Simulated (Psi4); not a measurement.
**B3LYP/6-31G(d) (spherical functions) run of GeH4O2 (SMILES [OH][GeH2][OH])**

What is the energy change on altering one bond length of GeH4O2 at B3LYP/6-31G* (spherical functions)? 

Program for the calculation: Psi4 1.11.

2 further runs of the same task are left out: 2 set aside as unsound or not needed. Runs told in other sessions of the task aren't counted.

## Step 1: Starting point

GeH4O2 has 7 atoms, charge 0, and is taken as a singlet. As SMILES, `[OH][GeH2][OH]`. Geometry: relaxed at PBE0-D4/def2-TZVP. This is one conformer, not always the lowest.

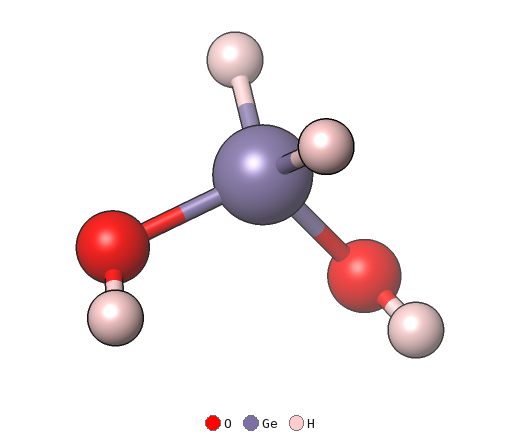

The structure, seen from a chosen angle (oxygen red, germanium purple, hydrogen pink).

## Step 2: Energy and gradient at B3LYP/6-31G(d) (spherical functions)

The input, calc.inp:

```
memory 2.2 GB

molecule mol {
  0 1
  O
  Ge 1 1.775697
  O 2 1.773283 1 110.80889
  H 1 0.959016 2 113.31688 3 -91.49828
  H 2 1.542814 3 109.7308 1 -119.91567
  H 2 1.524904 5 116.11333 1 -120.07556
  H 3 0.959423 2 113.64464 6 -175.24423
  units angstrom
  symmetry c1
}

set {
  basis                6-31G*
  reference            rks
  puream               true
  e_convergence        1e-09
  d_convergence        1e-08
  scf_type             pk
  dft_radial_points    99
  dft_spherical_points 590
}

E, wfn = gradient('b3lyp', return_wfn=True)
oeprop(wfn, 'MULLIKEN_CHARGES', 'LOWDIN_CHARGES', 'WIBERG_LOWDIN_INDICES', title='B3LYP')
print_variables()
```

Started as:

```
$ psi4 -i calc.inp -o calc.out -n 1
```

calc.out, shortened:

```text
[...]
  Running in c1 symmetry.
[...]
  Nuclear repulsion =  219.679536456981879
[...]
  Multiplicity = 1
[...]
  Nalpha       = 26
  Nbeta        = 26
[...]
    Number of basis functions: 68
[...]
   @RKS iter   1: -2228.16638766920278   -2.05018e+00   4.04842e-02 DIIS/ADIIS
[...]
   @RKS iter  11: -2229.62828404820448   -6.82121e-12   5.26087e-09 DIIS
[...]
    Orbital Energies [Eh]
    ---------------------
    Doubly Occupied:
       1A   -398.753489     2A    -49.828354     3A    -44.352205
       4A    -44.351972     5A    -44.351900     6A    -19.138392
       7A    -19.137193     8A     -6.263359     9A     -4.434573
      10A     -4.434194    11A     -4.433054    12A     -1.244437
      13A     -1.241355    14A     -1.237525    15A     -1.235538
      16A     -1.235407    17A     -0.989740    18A     -0.970933
      19A     -0.578720    20A     -0.486300    21A     -0.450229
      22A     -0.379183    23A     -0.343671    24A     -0.340514
      25A     -0.302595    26A     -0.297278
[...]
  @RKS Final Energy: -2229.62828404820448
   => Energetics <=
    Nuclear Repulsion Energy =            219.6795364569818787
    One-Electron Energy =               -3541.4341165069486124
    Two-Electron Energy =                1170.8859596522281663
    DFT Exchange-Correlation Energy =     -78.7596636504665497
    Empirical Dispersion Energy =           0.0000000000000000
    VV10 Nonlocal Energy =                  0.0000000000000000
    Total Energy =                      -2229.6282840482049323
[...]
 Multipole Moments:
 ------------------------------------------------------------------------------------
     Multipole            Electronic (a.u.)      Nuclear  (a.u.)        Total (a.u.)
 ------------------------------------------------------------------------------------
 L = 1.  Multiply by 2.5417464519 to convert [e a0] to [Debye]
 Dipole X            :         -0.5235454            1.6083680            1.0848226
 Dipole Y            :          2.3363197           -2.1251327            0.2111870
 Dipole Z            :          1.6745016           -1.6736519            0.0008497
 Magnitude           :                                                    1.1051881
[...]
  -Total Gradient:
     Atom            X                  Y                   Z
    ------   -----------------  -----------------  -----------------
       1        0.010333226922    -0.000862379763     0.007570438050
       2       -0.002239870286    -0.003761634000    -0.002232737116
       3        0.009833606411     0.005602658954    -0.006763107429
       4       -0.009081363553    -0.000256116512     0.002483442283
       5       -0.003254402709    -0.002888062092    -0.001803386609
       6        0.002839029783    -0.001248891247    -0.001121981587
       7       -0.008421711282     0.003402845910     0.001866329316
[...]
  Mulliken Charges: (a.u.)
   Center  Symbol    Alpha    Beta     Spin     Total
       1     O     4.34041  4.34041  0.00000 -0.68082
       2    GE    15.75732 15.75732  0.00000  0.48536
       3     O     4.33857  4.33857  0.00000 -0.67713
       4     H     0.29183  0.29183  0.00000  0.41633
       5     H     0.50101  0.50101  0.00000 -0.00202
       6     H     0.47889  0.47889  0.00000  0.04223
       7     H     0.29198  0.29198  0.00000  0.41605
   Total alpha = 26.00000, Total beta = 26.00000, Total charge = -0.00000
  Lowdin Charges: (a.u.)
[...]
```

Wall time 9.9 s (1 thread of AMD EPYC 9R45 (Zen 5), shared host); peak memory 0.9 GiB.

## Step 3: The distorted shape, same level

The input, geh4o2.inp:

```
memory 2.2 GB

molecule {
  0 1
  O     -1.376424    -0.413840     0.584632
  Ge     0.138376     0.379160     1.063832
  O      1.462276    -0.796740     1.159132
  H     -1.634900    -0.418700    -1.122100
  H      0.478276     1.462660     0.019432
  H     -0.057624     0.865260     2.495832
  H      1.740476    -1.133040     0.304732
  units angstrom
  symmetry c1
}

set {
  basis 6-31G*
  puream true
  e_convergence 1e-09
  d_convergence 1e-08
  scf_type pk
  dft_radial_points 99
  dft_spherical_points 590
}

gradient('b3lyp')
print_variables()
```

Started as:

```
$ psi4 -n 1 geh4o2.inp geh4o2.out
```

geh4o2.out, shortened:

```text
[...]
  Running in c1 symmetry.
[...]
  Nuclear repulsion =  216.014853687931975
[...]
  Multiplicity = 1
[...]
  Nalpha       = 26
  Nbeta        = 26
[...]
    Number of basis functions: 68
[...]
   @RKS iter   1: -2227.88221015642512   -2.04056e+00   4.08692e-02 DIIS/ADIIS
[...]
   @RKS iter  13: -2229.49344437602576   -4.09273e-12   3.38879e-09 DIIS
[...]
  @RKS Final Energy: -2229.49344437602576
   => Energetics <=
    Nuclear Repulsion Energy =            216.0148536879319749
    One-Electron Energy =               -3534.2766935788358751
    Two-Electron Energy =                1167.3749994994059307
    DFT Exchange-Correlation Energy =     -78.6066039845275384
    Empirical Dispersion Energy =           0.0000000000000000
    VV10 Nonlocal Energy =                  0.0000000000000000
    Total Energy =                      -2229.4934443760257636
[...]
 Multipole Moments:
 ------------------------------------------------------------------------------------
     Multipole            Electronic (a.u.)      Nuclear  (a.u.)        Total (a.u.)
 ------------------------------------------------------------------------------------
 L = 1.  Multiply by 2.5417464519 to convert [e a0] to [Debye]
 Dipole X            :          0.3313363           -0.1838278            0.1475085
 Dipole Y            :          2.7280200           -2.3500211            0.3779990
 Dipole Z            :          1.8096998           -2.8445749           -1.0348751
 Magnitude           :                                                    1.1115793
[...]
  -Total Gradient:
     Atom            X                  Y                   Z
    ------   -----------------  -----------------  -----------------
       1        0.031979121087     0.008758269890     0.082647240245
       2       -0.005439059100    -0.007238621441     0.012522951695
       3       -0.006759863810     0.003666117715    -0.012302361438
       4       -0.017969609518    -0.002339253557    -0.087141375262
       5       -0.001781450921    -0.004303890573     0.000421942278
       6        0.001492905790    -0.000751436955    -0.005045568901
       7       -0.001522666732     0.002234565175     0.008904196471
[...]
```

Run time: 11 s. Hardware: 1 thread of AMD EPYC 9R45 (Zen 5), shared host; peak memory 0.89 GiB.

## Step 4: What came out

At B3LYP/6-31G* (spherical functions):

```
                                                         quantity           value
                                        first shape: total energy  -2229.62828 Eh
                                       first shape: dipole moment          2.81 D
                                         first shape: HOMO energy        -8.09 eV
                                         first shape: LUMO energy         0.40 eV
                                       first shape: HOMO–LUMO gap         8.49 eV
                            first shape: largest force on an atom      0.678 eV/Å
                                    distorted shape: total energy  -2229.49344 Eh
                                   distorted shape: dipole moment          2.83 D
                                     distorted shape: HOMO energy        -7.97 eV
                                     distorted shape: LUMO energy        -3.82 eV
                                   distorted shape: HOMO–LUMO gap         4.15 eV
                        distorted shape: largest force on an atom      4.579 eV/Å
energy change with the O1–H4 bond stretched from 0.959 to 1.726 Å        3.669 eV
```

What this shows: With the O1–H4 bond stretched from 0.959 to 1.726 Å the energy rises by 3.67 eV (354 kJ/mol). The first shape isn't relaxed at this level, so the change isn't measured from a minimum. A restricted reference can't describe the breaking bond well at this length. The largest force (first shape) is 0.68 eV/Å: the shape isn't a stationary point for this species at this level. Mulliken charges (first shape) run from -0.68 on O1 to +0.49 on Ge2.
